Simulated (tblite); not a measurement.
# Frequency calculation of C₅H₄F₃O₂

C₅H₄F₃O₂, multiplicity 2, computed with GFN2-xTB harmonic vibrations, gas phase (tblite 0.8.0).

It belongs to a series of runs on one base structure; here: H removed from sp3 C.

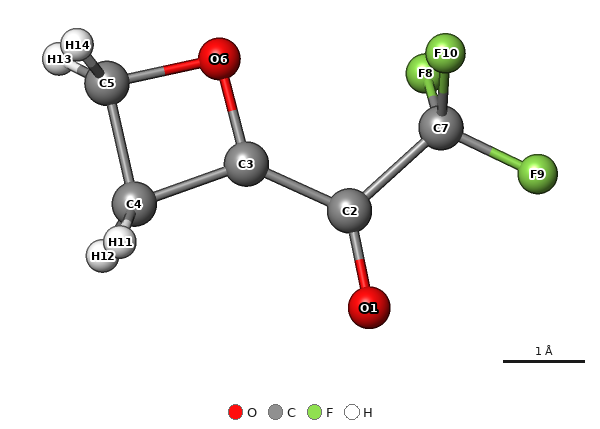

The structure as given in the input (ball-and-stick view, seen at a tilt; atoms are numbered from 1 in the order of the input). Bond lengths as drawn: C–C 1.40 to 1.55 Å, C–F 1.33 to 1.34 Å, C–H 1.09 Å and C–O 1.23 to 1.44 Å.

Results in brief:

| quantity | value |
| --- | --- |
| outcome | converged |
| total energy | −952.2578 eV |
| zero-point energy | 53.4910 kcal/mol |
| hardware | 1 CPU thread, shared host |
| peak memory | 0.18 GiB |

Input:
```
{"job": {"kind": "ir", "xc": "GFN2-xTB", "basis": "xTB"}, "charge": 0, "multiplicity": 2}
O      1.178133    -1.920010     0.851625
C      1.044584    -0.807515     0.348158
C     -0.183158    -0.179480     0.080966
C     -1.622531    -0.522975     0.253939
C     -1.824428     0.869958    -0.362586
O     -0.399521     1.035542    -0.459877
C      2.278545     0.041120    -0.054614
F      2.280253     0.314065    -1.370926
F      3.424975    -0.570891     0.223667
F      2.293320     1.225360     0.581151
H     -1.950547    -0.649182     1.284370
H     -1.972201    -1.367445    -0.337683
H     -2.288404     0.902454    -1.348556
H     -2.259696     1.628525     0.288198
```

The first line tells a small driver script what to run in tblite; the rest is the geometry in Å.

Launched with:
```bash
OMP_NUM_THREADS=1 python <driver script> task.json out
```

The program's output:
```
mode    cm-1     km/mol
  1      38.2      1.35
  2      92.0      2.03
  3      95.4      0.46
  4     138.8      0.70
  5     224.0      9.22
  6     226.5     10.22
  7     337.1      9.88
  8     343.0      1.59
  9     365.1      1.81
 10     454.1     16.43
 11     482.2      6.18
 12     585.5     24.85
 13     640.6      5.67
 14     677.3     21.71
 15     770.0      5.88
 16     848.8     50.14
 17     958.6     63.07
 18     964.1      2.37
 19    1016.7     43.28
 20    1046.6     14.15
 21    1048.0    306.47
 22    1082.7      1.53
 23    1089.1    126.59
 24    1097.7      0.42
 25    1159.2    173.52
 26    1181.9     23.89
 27    1216.6     34.78
 28    1286.2    116.44
 29    1406.0     21.72
 30    1431.7     14.96
 31    1468.5    167.22
 32    1646.7    121.57
 33    2986.2      3.35
 34    2997.6      5.62
 35    3002.4      2.22
 36    3012.6      0.38
```

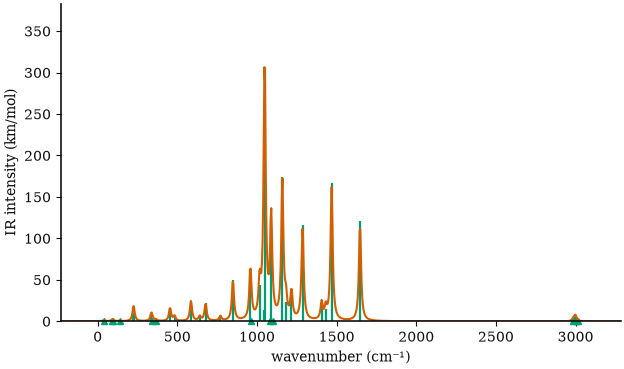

Harmonic infrared spectrum, unscaled: sticks (degenerate modes added up, dark ones marked on the axis) with a Lorentzian envelope of 16 cm⁻¹ full width, scaled to the tallest stick. 36 modes from 38 to 3013 cm⁻¹, none imaginary. The strongest line is at 1048 cm⁻¹ (306 km/mol).
